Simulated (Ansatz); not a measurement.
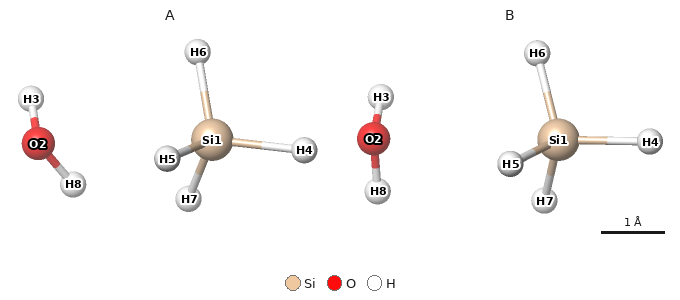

Two geometries of SiH₆O, drawn at one scale. One is the start of a relaxation, the other its converged end. Style: ball-and-stick. Shown at a tilt.

Method: RKS B3LYP-D4/def2-SVP in Ansatz. Set-up: no spin polarisation; force threshold 0.03 eV/Å; at most 50 steps.

> Which one is relaxed?

Structure B is the relaxed one. The run prepares an end point of a later path (reaction) calculation, from a guessed geometry. The atom that moves furthest after the best rigid fit is H8 (0.58 Å). Largest moves by element: H 0.58 Å, O 0.11 Å, Si 0.10 Å. Some distances before and after: Si1–H7 1.473 → 1.491 Å, O2–H8 0.985 → 0.968 Å. After 7 accepted moves (10 points after the start) the energy has fallen by 7.32 kJ/mol. Largest force component: 0.79 eV/Å at the start, 0.024 eV/Å at the end. The line search rejected the trial steps at points 2, 7, 9 of the run. The forces were under the threshold at step 8, but the run went on from there. Cost: 15 s on 1 thread of Arm Neoverse V2, with other jobs on the host, peak memory 0.11 GiB.
